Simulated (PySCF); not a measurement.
C4H2N2O, SMILES `C#Cc1ncon1`.

Computed with PySCF, def2-SVP basis, geometry: GFN2-xTB. No frequency check shows the geometry to be a minimum.

Cartesian coordinates (Å):

```
C1       2.8853   -0.0370    0.0000
C2       1.6865    0.0075    0.0000
C3       0.2798    0.0184    0.0000
N4      -0.4821   -1.1241    0.0000
C5      -1.6834   -0.6561    0.0000
O6      -1.7304    0.6746    0.0000
N7      -0.4471    1.1075    0.0000
H8       3.9343   -0.0610    0.0000
H9      -2.5964   -1.2164    0.0000
```

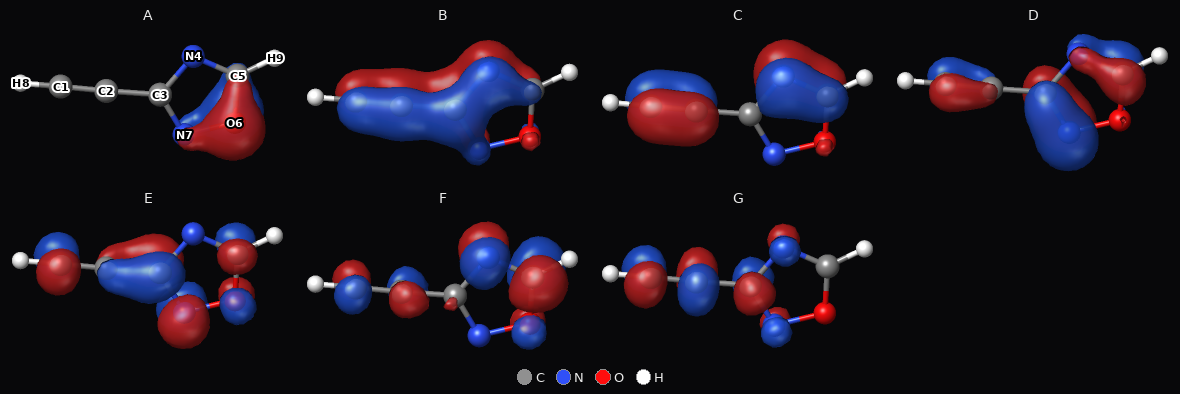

Natural orbitals of the π active space, CASSCF(8,7), singlet state, in order of falling occupation. The active space holds only one of the two perpendicular π systems.

What are the natural occupation numbers?

Answer. A 1.99, B 1.95, C 1.94, D 1.90, E 0.11, F 0.07, G 0.05.

How multiconfigurational is the state?

Answer. The leading determinant weighs 0.89; the effective number of unpaired electrons, Σ n²(2−n)², is 0.13; the most occupied of the weakly occupied orbitals holds 0.11 e, as in an ordinary closed-shell π system. The active space lowers the energy by 2.30 eV against Hartree–Fock.

Where does the lowest triplet lie relative to the singlet, at this geometry and within this active space?

Answer. 4.58 eV above it by strongly contracted NEVPT2 (+4.11 eV by CASSCF); a small basis tends to put such gaps a few tenths of an eV too high. This is a vertical energy for π states alone; a state that uses lone pairs or σ orbitals may lie lower.
